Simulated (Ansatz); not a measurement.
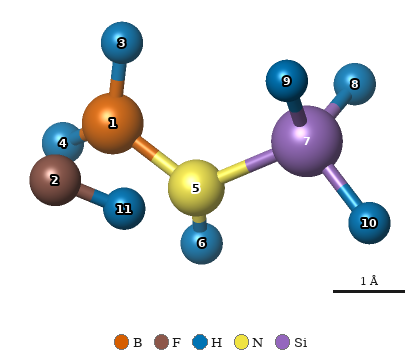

Figure 1. The structure (ball-and-stick view, seen at a tilt; atoms are numbered from 1 in the order of the input). Bond lengths as drawn: B–H 1.21 Å, B–N 1.52 Å, F–H 1.07 Å, H–N 1.03 Å, H–Si 1.50 to 1.51 Å and N–Si 1.80 Å.

# Frequency calculation of BSiNH7F

System: BSiNH7F.
Method: RKS PBE-D4/cc-pVDZ (Ansatz 0.2.0).

It belongs to a series of runs on one base structure; here: vibrations at the highest image of the band. Figures and captions count atoms from 1; the log counts them from 0 in places.

The input:
```yaml
crystal:
  periodic: [false, false, false]
  atoms:
    - { symbol: B, position_ang: [0.156925, -0.569248, -0.048745] }
    - { symbol: F, position_ang: [-0.656814, 0.686712, 0.979588] }
    - { symbol: H, position_ang: [1.298241, -0.16267, -0.124485] }
    - { symbol: H, position_ang: [-0.557037, -0.651569, -1.025839] }
    - { symbol: "N", position_ang: [-0.112929, -1.56179, 1.072709] }
    - { symbol: H, position_ang: [-0.897204, -2.201793, 0.894621] }
    - { symbol: Si, position_ang: [1.23763, -2.276856, 2.016494] }
    - { symbol: H, position_ang: [2.058351, -3.229692, 1.183662] }
    - { symbol: H, position_ang: [2.092569, -1.137994, 2.49459] }
    - { symbol: H, position_ang: [0.644409, -3.027799, 3.182356] }
    - { symbol: H, position_ang: [-0.630838, -0.2582, 1.482651] }
basis:
  gaussian: { orbitals: cc-pVDZ }
hamiltonian:
  xc: pbe
  dispersion: d4
phonons: {}
```

Run on 2 threads of Arm Neoverse V2, 24 GiB of memory available, shared host.

Command:
```bash
ansatz run input.yaml --threads 2 --pin off --max-ram 3072MiB --backend cpu --events-out ev --progress --plain --runs-dir out
```

Output:
```
Engine: ansatz 0.2.0, aarch64-unknown-linux-gnu
Functional definition: PBE
  parameter kappa = 0.804
  parameter beta = 0.06672455060314922
  exchange = pbe_x(kappa = kappa, mu = beta*pi^2/3)
  correlation = pbe_c(beta = beta)
1132 factors; their error is unknown
mean field evaluation 1: about -12859.0464 eV, gradient 5.5e1 eV
mean field evaluation 2: about -12842.0549 eV, gradient 9.8e1 eV
mean field evaluation 4: about -12865.4262 eV, gradient 9.2e0 eV
mean field evaluation 8: about -12865.5223 eV, gradient 1.9e-1 eV
mean field evaluation 16: about -12865.5224 eV, gradient 1.9e-5 eV
mean field -12865.52236542 eV, -472.7992263651 hartree, gradient 1.9e-5 eV, S^2 0.000000; 0 other end points of the search recorded, 0 dependent functions left out
the calculation of the forces begins
reference -12865.52240323 eV, -472.7992277544 hartree; 21, 21 occupied and 74, 74 virtual orbitals, 1132 factors
these checks for a lower state are left out or cut short: stability, starts, cluster_reference, orbital_swaps, neighbouring_geometries, increment
1132 factors; their error is unknown
mean field -12865.52224278 eV, -472.7992218581 hartree, gradient 3.0e-6 eV, S^2 0.000000; 0 other end points of the search recorded, 0 dependent functions left out
[... from here on the field's lines of each further geometry are left out, up to the last ...]
the calculation of the forces begins
reference -12865.52236528 eV, -472.7992263597 hartree; 21, 21 occupied and 74, 74 virtual orbitals, 1132 factors
these checks for a lower state are left out or cut short: stability, starts, cluster_reference, orbital_swaps, neighbouring_geometries, increment
1132 factors; their error is unknown
mean field -12865.52233759 eV, -472.7992253422 hartree, gradient 1.5e-6 eV, S^2 0.000000; 0 other end points of the search recorded, 0 dependent functions left out
the calculation of the forces begins
reference -12865.52237539 eV, -472.7992267314 hartree; 21, 21 occupied and 74, 74 virtual orbitals, 1132 factors
WARN: phonons: modes at or below zero, which the zero-point energy, F, S and C_V leave out: 1, the lowest at -466.24 cm⁻¹. A minimum has none, and a first-order saddle one
Total energy: -12865.70928519 eV, -472.8060955399 hartree
Atom 0 at     0.156925    -0.569248    -0.048745 Å, force    -0.000531    -0.018390    -0.007288 eV/Å
Atom 1 at    -0.656814     0.686712     0.979588 Å, force    -0.006217     0.014029     0.001562 eV/Å
Atom 2 at     1.298241    -0.162670    -0.124485 Å, force     0.006273     0.002304     0.000877 eV/Å
Atom 3 at    -0.557037    -0.651569    -1.025839 Å, force     0.000984     0.003166     0.011511 eV/Å
Atom 4 at    -0.112929    -1.561790     1.072709 Å, force    -0.035522     0.014352    -0.027232 eV/Å
Atom 5 at    -0.897204    -2.201793     0.894621 Å, force    -0.000427     0.000629     0.002593 eV/Å
Atom 6 at     1.237630    -2.276856     2.016494 Å, force     0.023197    -0.014814     0.018785 eV/Å
Atom 7 at     2.058351    -3.229692     1.183662 Å, force     0.002813     0.001917    -0.003373 eV/Å
Atom 8 at     2.092569    -1.137994     2.494590 Å, force    -0.000147     0.003531     0.004070 eV/Å
Atom 9 at     0.644409    -3.027799     3.182356 Å, force    -0.000076     0.002047    -0.001262 eV/Å
Atom 10 at    -0.630838    -0.258200     1.482651 Å, force     0.009654    -0.008772    -0.000243 eV/Å
Dipole moment:    -0.094975    -0.462431     0.290517 e Å
Vibrations: -466.24 102.98 121.82 217.58 456.01 584.53 614.44 667.52 699.03 771.28 870.76 894.22 916.35 925.48 940.00 1006.41 1082.64 1120.94 1192.54 1243.97 2017.70 2148.51 2157.28 2188.97 2521.18 2614.51 3452.69 cm⁻¹, zero-point energy 1.954569 eV
```

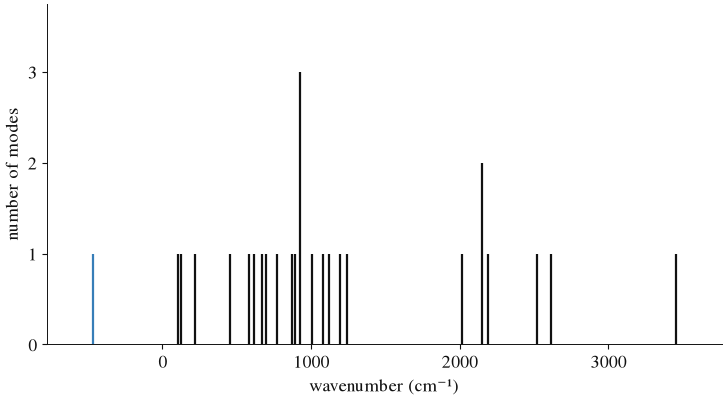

Figure 2. Harmonic vibrational wavenumbers from the force constants; neighbouring modes closer than 18 cm⁻¹ are counted in one stick, and imaginary ones are drawn at negative wavenumbers. 27 modes from 466i to 3453 cm⁻¹, 1 imaginary beyond 8i (466i cm⁻¹): a first-order saddle point, if the geometry is stationary.

Results in brief:

- outcome: converged
- total energy: −12865.7093 eV
- mean-field energy: −12865.5224 eV
- largest force (length of the vector): 0.047 eV/Å
- wall time: 57 s (CPU time 1.8 min)
- peak memory: 0.13 GiB
